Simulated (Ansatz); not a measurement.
# K on Ag(111): change of the work function

How does one ordered layer of K (fcc site) change the work function of Ag(111), and what dipole does each adsorbate carry?

Calculated with Ansatz 0.2.0; plane-wave DFT, PBE, Ansatz PAW.

## 1. The starting structure

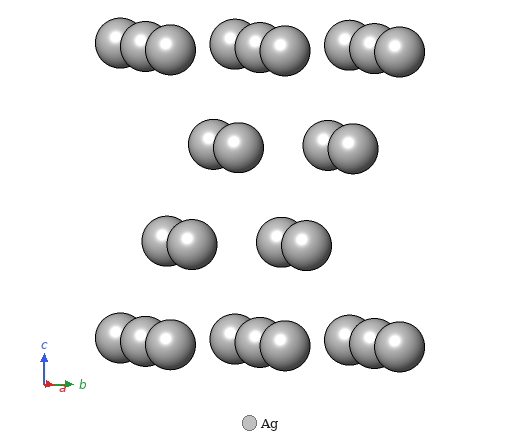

The starting structure, seen from the side, with the c axis up (silver light grey). 2×2×1 cells are drawn. Some periodic images of atoms are drawn too.

The cell holds 4 atoms: 4 Ag. Its edges and angles: a = 2.892 Å, b = 2.892 Å, c = 25.084 Å, α = 90.0°, β = 90.0°, γ = 60.0°. Vacuum lies along c.

## 2. The clean slab

The bare slab comes first, as the zero from which every change is counted. The two lowest layers are held at bulk places and the upper ones relax. The dipole correction removes the false field that a one-sided slab makes across the periodic vacuum, so each face gets a flat vacuum level of its own.

input.yaml

```yaml
crystal:
  lattice:
    - [2.8920667351, 0.0, 0.0]
    - [1.4460333675, 2.504603262, 0.0]
    - [0.0, 0.0, 25.084087803]
  atoms:
    - { symbol: Ag, position: [0.0, 0.0, 0.3587931947] }
    - { symbol: Ag, position: [0.3333333333, 0.3333333333, 0.4529310649] }
    - { symbol: Ag, position: [0.6666666667, 0.6666666667, 0.5470689351] }
    - { symbol: Ag, position: [0.0, 0.0, 0.6412068053] }
kpoints:
  mp_grid: { grid: [12, 12, 1] }
hamiltonian:
  xc: pbe
scf:
  occupations: { method: fermi_dirac, width: 0.1 }
  convergence: { dr2_threshold: 1.0e-08 }
efield:
  axis: 3
  dipole_correction: true
  ramp_position: 0.97
  ramp_width: 0.06
relax:
  f_tol: 0.02
  max_steps: 60
  constraints: [{ sites: [0, 1] }]
output:
  write_potential: true
  write_density: true
  volumetric_format: npy
```

Started as:

```
$ ansatz run input.yaml --threads 4 --pin off --max-ram 6144MiB --backend cpu --events-out ev --progress --plain --runs-dir out
```

Numbers of over 12 decimals in the logs are rounded to 6 here.

Output:

```text
Engine: ansatz 0.2.0, aarch64-unknown-linux-gnu
Pseudopotentials: kind: paw
Pseudopotential: Ag, paw, valence charge 19, recommended cutoff 420 eV (normal), Ag.paw.azcp
Functional definition: PBE
  parameter kappa = 0.804
  parameter beta = 0.066725
  exchange = pbe_x(kappa = kappa, mu = beta*pi^2/3)
  correlation = pbe_c(beta = beta)
Crystal: 4 atoms, lattice volume = 181.696 Å³
Basis set: ecut = 420 eV, 3551 PW (Γ), exchange–correlation on 40×40×360 points (8 copies of the dense FFT grid, shifted against one another)
Bands: 46, of which v1, the nominal top of the filled ones, is band 38 counted from 1 (37 counted from 0)
Symmetry: 6 space group operations
k-points: 19 of 144 (time reversal used)
Non-local potential: Ag, projectors of the file, l = 0: 3, l = 1: 2, l = 2: 2, l = 3: 1
PAW form: soft (Blöchl's): semilocal exchange-correlation on the pseudo side does not see the compensation charge
PAW one-centre angular grid: Ag, 590 points (default); XC on 64 Gauss nodes
Initial density: superposition of atomic densities (neutral atoms: chi_scale 0, normalization atom), corrected by the library's trained network
Initial wavefunctions: pseudopotential atomic-orbital guess
Functional: x = pbe(κ = 0.804, μ = 0.219515), c = pbe(β = 0.066725)
SCF iter   1: F=—  HF=-30361.536039 eV  |F-HF|=—  |Δ(HF+E_count)|=         —  Δρ=1.43e-3  dr2=2.13e-2  ethr=1.77e-3  p=0.000 e·Å  D=4.57e-14 V/Å  ΔV_dip=-0.00 eV  dr2_dipole=1.51e-9  V_vac-E_F(+/−)=4.39/4.39 eV  ⟨swp⟩=7.4  Hψ=3672  notcnv=0  defer=12
efield: sawtooth ramp at fractional position 0.9700 (set: `efield.ramp_position`, or a place that a band, a saddle search or an elastic batch's reference lends), width 0.0600; the density the first Hamiltonian is built on has a dipole p = 0.000 e·Å; the dipole correction subtracts the counter field D = 4.57e-14 V/Å, which shifts the + side's vacuum level by -0.00 eV against the − side's; the planar-averaged density in the ramp window peaks in size at 3.3e-6 e/Å³
preconditioner: auto → LDOS  [metal: Δε(μ)=0.132 eV  Ē_g=9.346 eV  σ=0.100 eV  W_gap=0.32  n_scr=18 (ndim 8)  ℏωp=18.3 eV  f_vac=0.583  D(μ)=0.82/eV (n_scr^D=6)  β→1.0]
SCF iter   2: F=—  HF=-30361.540493 eV  |F-HF|=—  |Δ(HF+E_count)|=   4.45e-3  Δρ=1.71e-3  dr2=1.09e-2  ethr=2.80e-5  p=-0.000 e·Å  D=-9.70e-6 V/Å  ΔV_dip=0.00 eV  dr2_dipole=2.53e-10  V_vac-E_F(+/−)=4.43/4.43 eV  ⟨swp⟩=2.2  Hψ=1740  notcnv=0  defer=25
SCF iter   3: F=—  HF=-30361.538911 eV  |F-HF|=—  |Δ(HF+E_count)|=   1.58e-3  Δρ=5.15e-4  dr2=3.96e-4  ethr=1.43e-5  p=-0.000 e·Å  D=-2.39e-6 V/Å  ΔV_dip=0.00 eV  dr2_dipole=6.30e-10  V_vac-E_F(+/−)=4.45/4.45 eV  ⟨swp⟩=2.0  Hψ=1312  notcnv=0  defer=25
SCF iter   4: F=—  HF=-30361.538844 eV  |F-HF|=—  |Δ(HF+E_count)|=   6.66e-5  Δρ=7.08e-5  dr2=1.22e-5  ethr=5.20e-7  p=-0.000 e·Å  D=-1.65e-6 V/Å  ΔV_dip=0.00 eV  dr2_dipole=2.09e-10  V_vac-E_F(+/−)=4.45/4.45 eV  ⟨swp⟩=3.2  Hψ=1672  notcnv=0  defer=25
SCF iter   5: F=—  HF=-30361.538814 eV  |F-HF|=—  |Δ(HF+E_count)|=   3.00e-5  Δρ=2.65e-5  dr2=1.77e-6  ethr=1.60e-8  p=-0.000 e·Å  D=-4.88e-8 V/Å  ΔV_dip=0.00 eV  dr2_dipole=3.15e-12  V_vac-E_F(+/−)=4.45/4.45 eV  ⟨swp⟩=2.6  Hψ=1527  notcnv=0  defer=25
SCF iter   6: F=—  HF=-30361.538866 eV  |F-HF|=—  |Δ(HF+E_count)|=   5.23e-5  Δρ=9.20e-6  dr2=1.40e-7  ethr=2.33e-9  p=0.000 e·Å  D=9.44e-8 V/Å  ΔV_dip=-0.00 eV  dr2_dipole=1.07e-12  V_vac-E_F(+/−)=4.46/4.46 eV  ⟨swp⟩=2.2  Hψ=1220  notcnv=0  defer=25
SCF iter   7: F=—  HF=-30361.538866 eV  |F-HF|=—  |Δ(HF+E_count)|=   3.56e-8  Δρ=3.14e-6  dr2=2.09e-8  ethr=1.84e-10  p=0.000 e·Å  D=3.04e-8 V/Å  ΔV_dip=-0.00 eV  dr2_dipole=1.25e-13  V_vac-E_F(+/−)=4.46/4.46 eV  ⟨swp⟩=2.4  Hψ=1586  notcnv=0  defer=25
SCF iter   8: F=-30361.538866 eV  HF=-30361.538866 eV  |F-HF|=2.75e-9  |Δ(HF+E_count)|=   5.33e-9  Δρ=6.78e-7  dr2=5.64e-10  ethr=1.32e-11  p=-0.000 e·Å  D=-8.55e-9 V/Å  ΔV_dip=0.00 eV  dr2_dipole=6.95e-15  V_vac-E_F(+/−)=4.46/4.46 eV  ⟨swp⟩=8.7  Hψ=5198  notcnv=0
SCF 1 converged in 8 iterations: F = -30361.538866 eV  dr2 = 5.64e-10
  greatest PAW one-centre occupation: 1.000 electrons in one spin orbital (limit 2), on the Ag atom at site 1 (counted from 0), in its partial waves of l = 0
relax step   1: F+E_penalty+E_count = -30361.53886649 eV  Δ(F+E_penalty+E_count) = +0.000e0 eV  max|allowed force component| = 1.394e-1 eV/Å  Δτ_max = 0.0000 Å  (8 SCF iters, accepted)
Initial density: handed on by an earlier stage of this run
Initial wavefunctions: those handed on with the density
iter 1 solved again at ethr=1.65e-5 eV; its pass at ethr=3.10e-3 eV (dr2=1.25e-2 eV) is discarded
SCF iter   1: F=—  HF=-30361.545702 eV  |F-HF|=—  |Δ(HF+E_count)|=         —  Δρ=2.56e-3  dr2=1.12e-2  ethr=1.65e-5  p=-0.000 e·Å  D=-2.89e-8 V/Å  ΔV_dip=0.00 eV  dr2_dipole=8.08e-5  V_vac-E_F(+/−)=4.45/4.45 eV  ⟨swp⟩=2.0  Hψ=3443  notcnv=0  defer=33
efield: sawtooth ramp at fractional position 0.9700 (set: `efield.ramp_position`, or a place that a band, a saddle search or an elastic batch's reference lends), width 0.0600; the density the first Hamiltonian is built on has a dipole p = -0.000 e·Å; the dipole correction subtracts the counter field D = -2.89e-8 V/Å, which shifts the + side's vacuum level by +0.00 eV against the − side's; the planar-averaged density in the ramp window peaks in size at 6.5e-7 e/Å³
preconditioner: auto → LDOS  [metal: Δε(μ)=0.209 eV  Ē_g=9.267 eV  σ=0.100 eV  W_gap=0.48  n_scr=18 (ndim 8)  ℏωp=18.3 eV  f_vac=0.579  D(μ)=0.92/eV (n_scr^D=6)  β→1.0]
SCF iter   2: F=—  HF=-30361.545730 eV  |F-HF|=—  |Δ(HF+E_count)|=   2.81e-5  Δρ=2.20e-3  dr2=1.62e-2  ethr=1.47e-5  p=0.001 e·Å  D=1.26e-3 V/Å  ΔV_dip=-0.03 eV  dr2_dipole=1.53e-3  V_vac-E_F(+/−)=4.40/4.43 eV  ⟨swp⟩=2.1  Hψ=1485  notcnv=0  defer=33
SCF iter   3: F=—  HF=-30361.542249 eV  |F-HF|=—  |Δ(HF+E_count)|=   3.48e-3  Δρ=4.16e-4  dr2=3.20e-4  ethr=1.47e-5  p=-0.002 e·Å  D=-1.87e-3 V/Å  ΔV_dip=0.05 eV  dr2_dipole=4.02e-5  V_vac-E_F(+/−)=4.49/4.44 eV  ⟨swp⟩=2.0  Hψ=1399  notcnv=0  defer=33
SCF iter   4: F=—  HF=-30361.542227 eV  |F-HF|=—  |Δ(HF+E_count)|=   2.28e-5  Δρ=2.30e-4  dr2=1.11e-4  ethr=4.21e-7  p=-0.001 e·Å  D=-1.01e-3 V/Å  ΔV_dip=0.03 eV  dr2_dipole=2.23e-7  V_vac-E_F(+/−)=4.47/4.44 eV  ⟨swp⟩=2.2  Hψ=1528  notcnv=0  defer=33
SCF iter   5: F=—  HF=-30361.542207 eV  |F-HF|=—  |Δ(HF+E_count)|=   1.94e-5  Δρ=3.25e-5  dr2=3.43e-6  ethr=1.46e-7  p=-0.001 e·Å  D=-1.14e-3 V/Å  ΔV_dip=0.03 eV  dr2_dipole=7.58e-7  V_vac-E_F(+/−)=4.47/4.44 eV  ⟨swp⟩=2.0  Hψ=1327  notcnv=0  defer=33
SCF iter   6: F=—  HF=-30361.542212 eV  |F-HF|=—  |Δ(HF+E_count)|=   4.87e-6  Δρ=1.26e-5  dr2=2.99e-7  ethr=4.51e-9  p=-0.001 e·Å  D=-1.17e-3 V/Å  ΔV_dip=0.03 eV  dr2_dipole=8.71e-9  V_vac-E_F(+/−)=4.47/4.44 eV  ⟨swp⟩=2.0  Hψ=1297  notcnv=0  defer=33
SCF iter   7: F=—  HF=-30361.542212 eV  |F-HF|=—  |Δ(HF+E_count)|=   9.44e-8  Δρ=3.85e-6  dr2=3.52e-8  ethr=3.94e-10  p=-0.001 e·Å  D=-1.17e-3 V/Å  ΔV_dip=0.03 eV  dr2_dipole=4.22e-12  V_vac-E_F(+/−)=4.47/4.44 eV  ⟨swp⟩=2.0  Hψ=1501  notcnv=0  defer=33
SCF iter   8: F=-30361.542212 eV  HF=-30361.542212 eV  |F-HF|=2.94e-9  |Δ(HF+E_count)|=   2.53e-8  Δρ=8.96e-7  dr2=1.21e-9  ethr=1.32e-11  p=-0.001 e·Å  D=-1.16e-3 V/Å  ΔV_dip=0.03 eV  dr2_dipole=2.56e-11  V_vac-E_F(+/−)=4.47/4.44 eV  ⟨swp⟩=9.0  Hψ=5308  notcnv=0
SCF 2 converged in 8 iterations: F = -30361.542212 eV  dr2 = 1.21e-9
relax step   2: F+E_penalty+E_count = -30361.54221217 eV  Δ(F+E_penalty+E_count) = -3.346e-3 eV  max|allowed force component| = 5.879e-2 eV/Å  Δτ_max = 0.1208 Å  (8 SCF iters, accepted)
SCF iter   1: F=—  HF=-30361.543984 eV  |F-HF|=—  |Δ(HF+E_count)|=         —  Δρ=9.71e-4  dr2=1.77e-3  ethr=2.01e-5  p=-0.001 e·Å  D=-1.16e-3 V/Å  ΔV_dip=0.03 eV  dr2_dipole=5.25e-5  V_vac-E_F(+/−)=4.48/4.45 eV  ⟨swp⟩=3.8  Hψ=2048  notcnv=0  defer=33
efield: sawtooth ramp at fractional position 0.9700 (set: `efield.ramp_position`, or a place that a band, a saddle search or an elastic batch's reference lends), width 0.0600; the density the first Hamiltonian is built on has a dipole p = -0.001 e·Å; the dipole correction subtracts the counter field D = -1.16e-3 V/Å, which shifts the + side's vacuum level by +0.03 eV against the − side's; the planar-averaged density in the ramp window peaks in size at 7.8e-7 e/Å³
preconditioner: auto → LDOS  [metal: Δε(μ)=0.206 eV  Ē_g=9.288 eV  σ=0.100 eV  W_gap=0.47  n_scr=18 (ndim 8)  ℏωp=18.3 eV  f_vac=0.581  D(μ)=0.89/eV (n_scr^D=6)  β→1.0]
SCF iter   2: F=—  HF=-30361.544011 eV  |F-HF|=—  |Δ(HF+E_count)|=   2.63e-5  Δρ=9.28e-4  dr2=2.53e-3  ethr=2.33e-6  p=-0.002 e·Å  D=-1.70e-3 V/Å  ΔV_dip=0.04 eV  dr2_dipole=3.84e-5  V_vac-E_F(+/−)=4.50/4.46 eV  ⟨swp⟩=2.7  Hψ=1897  notcnv=0  defer=33
SCF iter   3: F=—  HF=-30361.543427 eV  |F-HF|=—  |Δ(HF+E_count)|=   5.84e-4  Δρ=1.90e-4  dr2=6.10e-5  ethr=2.33e-6  p=-0.001 e·Å  D=-6.14e-4 V/Å  ΔV_dip=0.02 eV  dr2_dipole=4.87e-6  V_vac-E_F(+/−)=4.47/4.45 eV  ⟨swp⟩=2.0  Hψ=1396  notcnv=0  defer=33
SCF iter   4: F=—  HF=-30361.543410 eV  |F-HF|=—  |Δ(HF+E_count)|=   1.72e-5  Δρ=8.92e-5  dr2=1.40e-5  ethr=8.03e-8  p=-0.001 e·Å  D=-8.67e-4 V/Å  ΔV_dip=0.02 eV  dr2_dipole=8.57e-9  V_vac-E_F(+/−)=4.47/4.45 eV  ⟨swp⟩=2.5  Hψ=1546  notcnv=0  defer=33
SCF iter   5: F=—  HF=-30361.543410 eV  |F-HF|=—  |Δ(HF+E_count)|=   3.08e-7  Δρ=1.46e-5  dr2=9.73e-7  ethr=1.84e-8  p=-0.001 e·Å  D=-8.27e-4 V/Å  ΔV_dip=0.02 eV  dr2_dipole=2.54e-7  V_vac-E_F(+/−)=4.47/4.45 eV  ⟨swp⟩=2.0  Hψ=1332  notcnv=0  defer=33
SCF iter   6: F=—  HF=-30361.543462 eV  |F-HF|=—  |Δ(HF+E_count)|=   5.22e-5  Δρ=4.76e-6  dr2=6.37e-8  ethr=1.28e-9  p=-0.001 e·Å  D=-8.00e-4 V/Å  ΔV_dip=0.02 eV  dr2_dipole=9.85e-9  V_vac-E_F(+/−)=4.47/4.45 eV  ⟨swp⟩=2.0  Hψ=1200  notcnv=0  defer=33
SCF iter   7: F=—  HF=-30361.543462 eV  |F-HF|=—  |Δ(HF+E_count)|=   2.80e-8  Δρ=1.89e-6  dr2=1.05e-8  ethr=1.32e-11  p=-0.001 e·Å  D=-7.97e-4 V/Å  ΔV_dip=0.02 eV  dr2_dipole=1.65e-11  V_vac-E_F(+/−)=4.47/4.45 eV  ⟨swp⟩=9.1  Hψ=5615  notcnv=0
SCF iter   8: F=-30361.543462 eV  HF=-30361.543462 eV  |F-HF|=1.11e-9  |Δ(HF+E_count)|=   4.10e-9  Δρ=4.63e-7  dr2=2.69e-10  ethr=1.32e-11  p=-0.001 e·Å  D=-7.96e-4 V/Å  ΔV_dip=0.02 eV  dr2_dipole=1.32e-13  V_vac-E_F(+/−)=4.47/4.45 eV  ⟨swp⟩=8.2  Hψ=5047  notcnv=0
SCF 3 converged in 8 iterations: F = -30361.543462 eV  dr2 = 2.69e-10
relax step   3: F+E_penalty+E_count = -30361.54346218 eV  Δ(F+E_penalty+E_count) = -1.250e-3 eV  max|allowed force component| = 3.526e-3 eV/Å  Δτ_max = 0.0437 Å  (8 SCF iters, accepted)
NSCF: frozen V_eff on 19 k-points
the band table was solved once a step of the walk had ended and its energy, with any forces and stress, was formed, with the checks that follow a solve (4634 applications of the Hamiltonian). They found nothing against the state; the energy, forces and stress were not computed again (output.eigenvalues in the input reference)
SCF converged after 8 iterations
Free energy (F): -30361.543462 eV
Harris-Foulkes:  -30361.543462 eV  (|F-HF|=1.11e-9)
Internal energy: -30361.511446 eV  (E = F + TS)
E sigma→0 (E₀):  -30361.527454 eV
Entropy (-TS):   -0.032016 eV (-8.004 meV/atom)
Fermi energy:    3.774940 eV
Dipole field:    D = -0.000797 V/Å  (p = -0.000800 e·Å, saw-weighted, corrected)
Work function:   Φ+ = 4.4694 eV   Φ− = 4.4494 eV
Levels:          The Fermi level and band energies are counted from a zero that moves with the ramp; work functions are not
--- Per-component energies (eV) ---
  E_band       = -1960.547775
  E_kinetic    = 2109.099075
  E_local      = -128020.276560  (includes V_loc(G=0)·N_el)
  E_nonlocal   = 320.756910
  E_hartree    = 63107.808631
  E_xc         = -738.272180
  E_vxc        = -937.843934  (∫ρ·V_xc dr)
  E_paw        = -15609.056265  (= ΣΔE_a)
  E_vpaw       = -1647.903651  (= ΣTr[D̂ρ^β])
  E_aug_tail   = 0.001306  (compensation charges beyond the density's cutoff)
  E_efield     = 0.000000  (sawtooth field / dipole correction)
  E_vefield    = 0.001582  (∫n·V_field dr)
  E_ewald      = 48468.427637
  E_smearing   = -0.032016  (= −TS)
  E_closure    = 0.000000  (closes the sum)
  Σ components = -30361.543462   (vs F -30361.543462, Δ=0.00e0)
--- Forces (eV/Å), atoms counted from 1 ---
  atom   1  Ag    -0.00000000     0.00000000    -0.13252268
  atom   2  Ag     0.00000000    -0.00000000     0.12981903
  atom   3  Ag    -0.00000000    -0.00000000     0.00352622
  atom   4  Ag    -0.00000000    -0.00000000    -0.00082124
  max |Σ_I F_I| component: 1.33e-6 eV/Å
--- Band table (eV; the first three rows and the last of 19) ---
  k-point 0: bands = [... 34 lower, 0.3804, 0.4880, 0.4880, 0.7234, 0.7234, 2.7357, 3.9494, 7.7601, ... 4 higher]
  k-point 1: bands = [... 34 lower, 0.3192, 0.4035, 0.4876, 0.7293, 1.0045, 3.0032, 4.3438, 7.8970, ... 4 higher]
  k-point 2: bands = [... 34 lower, 0.1786, 0.4121, 0.4831, 0.7430, 1.5725, 3.6517, 5.3129, 8.3086, ... 4 higher]
  k-point 18: bands = [... 34 lower, 0.6631, 0.6714, 7.1502, 7.3285, 7.3357, 8.0731, 8.0825, 8.4313, ... 4 higher]
--- Relaxed structure (3 steps of the walk, 3 accepted, 0 SCFs on fresh bases) ---
  F+E_penalty+E_count = -30361.54346218 eV   max|allowed force component| = 3.526e-3 eV/Å
  atoms:
    - { symbol: Ag, position: [0.0, 0.0, 0.3587931947] }
    - { symbol: Ag, position: [0.333333, 0.333333, 0.452931] }
    - { symbol: Ag, position: [0.666667, 0.666667, 0.548158] }
    - { symbol: Ag, position: [2.5445413763024496e-18, -1.1400015482013495e-18, 0.644283] }
```

It took 8.4 s on 4 threads of Arm Neoverse V2, shared host; peak memory 0.51 GiB; 32 s of CPU time.

Relaxation path:

| step | energy less that of the first step (eV) | largest force component (eV/Å) |
| --- | --- | --- |
| 1 | 0.0000 | 0.1394 |
| 2 | -0.0033 | 0.0588 |
| 3 | -0.0046 | 0.0035 |

The run keeps the 6 symmetry operations that it works with, so distortions that break them were not tested.

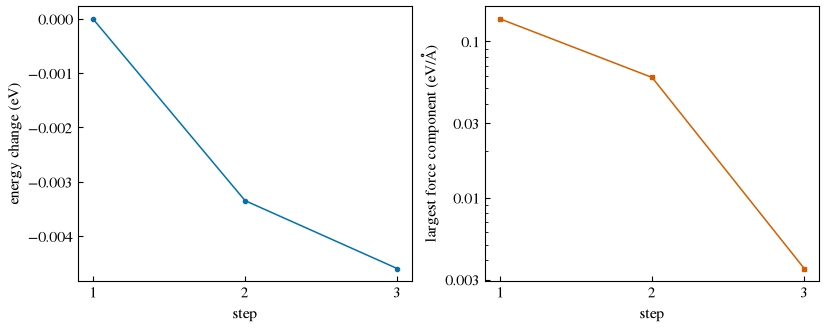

Energy and largest force along the relaxation.

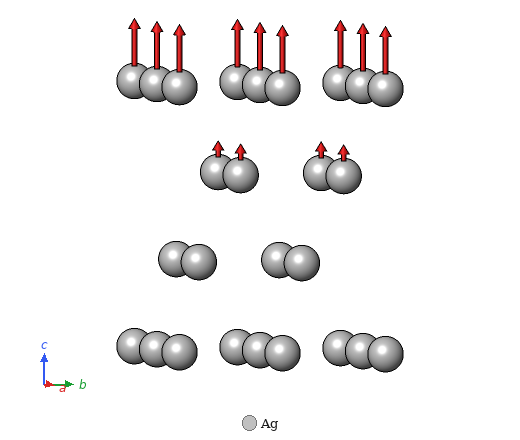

Displacements in the relaxation, exaggerated; the longest in the cell stands for 0.08 Å. 2×2×1 cells are drawn. Some periodic images of atoms are drawn too.

The atoms that moved most (Å):

| atom | dx | dy | dz | length |
| --- | --- | --- | --- | --- |
| Ag4 | 0.000 | 0.000 | 0.077 | 0.077 |
| Ag3 | 0.000 | 0.000 | 0.027 | 0.027 |

This step gave:

```yaml
energy_at_zero_smearing: -30361.5275 eV
work_function_upper_face: 4.469 eV
dipole_along_the_normal: -8.00e-4 e·Å
```

Running mean over 2.361 Å of the planar mean; the ramp of the sawtooth is left out. The electron's electrostatic potential energy less the Fermi level by z:

| z (Å) | electron's electrostatic potential energy less the Fermi level (eV) |
| --- | --- |
| 4 | 4.45 |
| 6 | 4.38 |
| 8 | -2.25 |
| 10 | -6.03 |
| 12 | -5.92 |
| 14 | -5.97 |
| 16 | -5.86 |
| 18 | 2.97 |
| 20 | 4.46 |
| 22 | 4.47 |

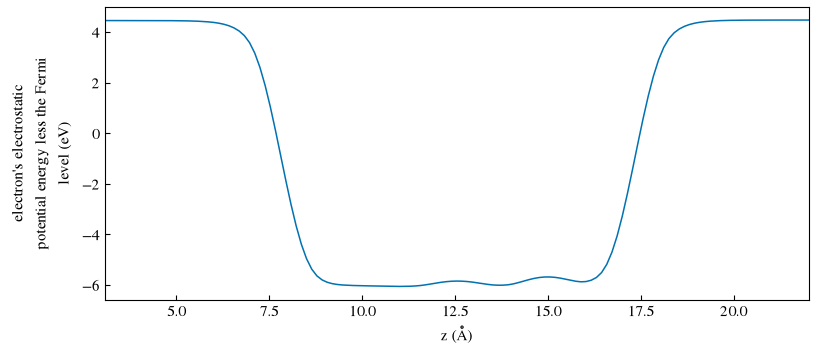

Electron's electrostatic potential energy less the Fermi level against z.

The relaxation took 3 steps and lowered the energy by 0.0046 eV; the largest force on the free atoms ends at 0.0035 eV/Å.

The work function of the upper face is 4.47 eV.

(Continued in part 2 of 3.)

[Logs are printed without paths, hosts, clocks, repeated set-up lines and the standing remarks that a program may print on its own settings, such as how far it seeks lower states.]

[Hosts, paths, dates, database ids (printed as entryN), source tags and the programs' standing remarks are cut or masked in the printed files.]

[Maps of the electrostatic potential energy from Ansatz leave out the sawtooth potential of an applied field or a dipole correction, so their vacuum need not be flat; planar profiles and work functions include it.]
